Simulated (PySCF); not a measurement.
Consider C$_{4}$H$_{3}$F$_{3}$S (charge −1, doublet).

Input

```
{"job": {"kind": "epr", "basis": "pcH-1"}, "charge": -1, "multiplicity": 2}
C     -1.718471    -0.369021    -0.258627
C     -0.433900     0.411987    -0.315190
S     -0.430382     1.952347    -1.019673
C      0.704808    -0.157725     0.246739
F      0.550854    -1.435503     0.762906
C      2.010314     0.256979     0.295764
F      2.970101    -0.450217     0.963041
F      2.489215     1.485751     0.022798
H     -1.566860    -1.400498    -0.584583
H     -2.456986     0.105524    -0.900757
H     -2.113268    -0.396954     0.761616
```

Run with:

```sh
OMP_NUM_THREADS=1 python probes_run.py task.json out
```

Geometry: GFN2-xTB.

Theory: PySCF 2.14.0, density-fitted response routines, UKS B3LYP, pcH-1 on C F H S, non-relativistic, mean-field spin-orbit, GIAO.

Predict the electron density, electron localisation function and spin density between the atoms.

C–F (1.35 Å): ρ is about 2.2 e/Å³ halfway, with its minimum of 1.8 e/Å³ about 0.5 Å from C; the ELF peaks at about 0.85 between the atoms: a polar covalent bond.
C–C (1.37 Å): the density is about 2.2 e/Å³ at the midpoint; the ELF peaks at about 0.95 between the atoms; a covalent bond.
C–S (1.69 Å): ρ is about 1.4 e/Å³ halfway; the ELF peaks at about 0.90 between the atoms (a covalent bond).
C–H (1.09 Å): ρ is about 2 e/Å³ halfway; the ELF climbs to about 1 towards the hydrogen, as it does in any bond to H (an ordinary covalent bond to hydrogen).
The unpaired spin (1 electron) lies mostly on C6 (about 0.3), S3 (about 0.3) and C2 (about 0.3), in electrons by Hirshfeld's partition.

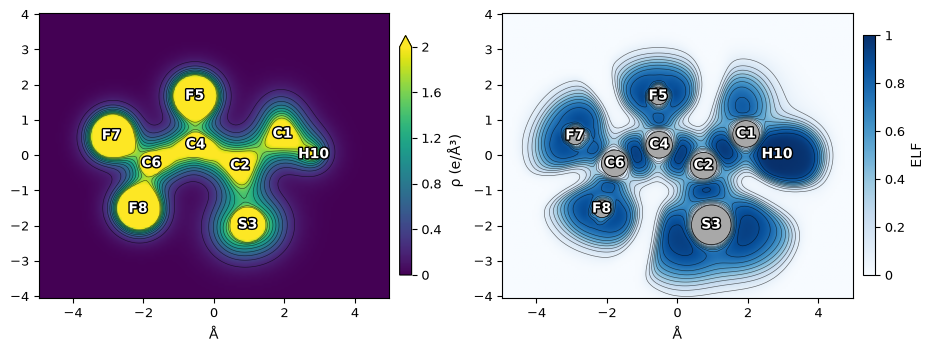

Computed electron density and electron localisation function on the plane of atoms C2, C4 and F5, in this order. Grey discs cover the atomic cores in the ELF map. 
